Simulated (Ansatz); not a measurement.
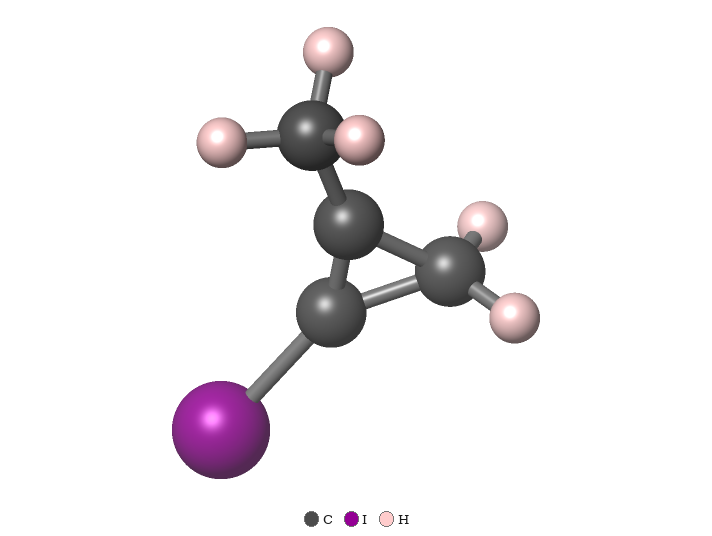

Rendered structure (ball-and-stick style). Every bond is drawn as one stick, whatever its order.

What does the picture show?

It has 10 atoms: 4 carbon, 5 hydrogen and 1 iodine (C4H5I). SMILES: `CC1=C(I)C1`. Independent rings (smallest set): 1 of 3 members. Among its groups: alkene, C–I bond. The point group is Cs. Coordination, clear cases only: 1 C tetrahedral.

The parts below concern this one geometry. Atoms keep their numbers from picture to picture. Computed geometry: PBE0-D4/def2-TZVP optimisation.

## Vibrations

Harmonic vibrations computed with RKS PBE0-D4/def2-TZVP, core potentials on I (Ansatz 0.2.0) at a stationary point of the same level.

How many vibrational modes are there, and where do they lie?

Answer. 24 modes: 135, 145, 189, 324, 421, 428, 718, 967, 1015, 1042, 1072, 1104, 1119, 1197, 1397, 1465, 1470, 1519, 1928, 3043, 3047, 3103, 3114, 3135 cm⁻¹.

## Electronic properties

Method: RKS PBE0-D4/def2-TZVPP, core potentials on I (Ansatz 0.2.0).

What does the calculation give?

- HOMO energy (Kohn–Sham orbital): −6.64 eV
- LUMO energy (Kohn–Sham orbital): −0.61 eV
- HOMO–LUMO gap: 6.04 eV
- dispersion correction: −18.5 kJ/mol

## Charges

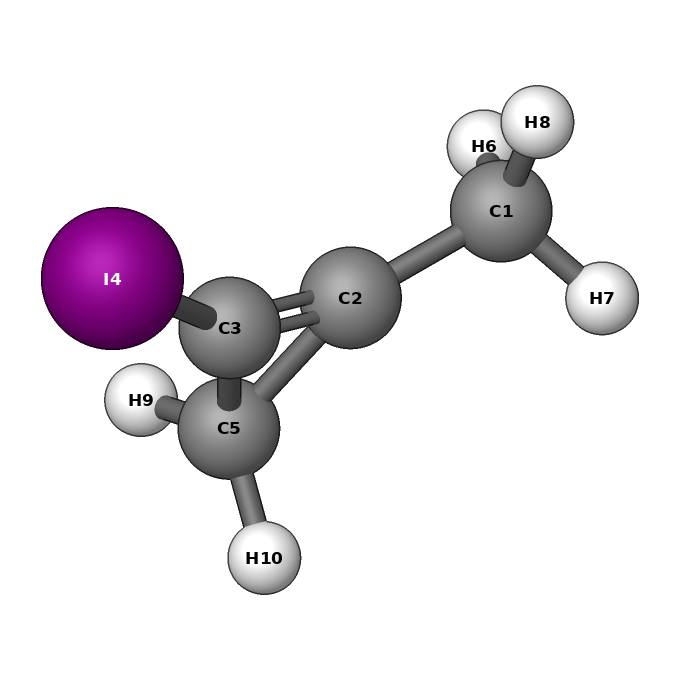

The questions are on Mulliken charges. Method: RKS PBE0-D4/def2-TZVP, core potentials on I (Ansatz 0.2.0).

List the Mulliken charges.

| atom | value (e) |
| --- | --- |
| C1 | −0.35 |
| C2 | −0.03 |
| C3 | −0.07 |
| I4 | 0.04 |
| C5 | −0.23 |
| H6 | 0.15 |
| H7 | 0.15 |
| H8 | 0.14 |
| H9 | 0.10 |
| H10 | 0.10 |

Mulliken values depend strongly on the basis set and can even reverse the polarity of a bond.
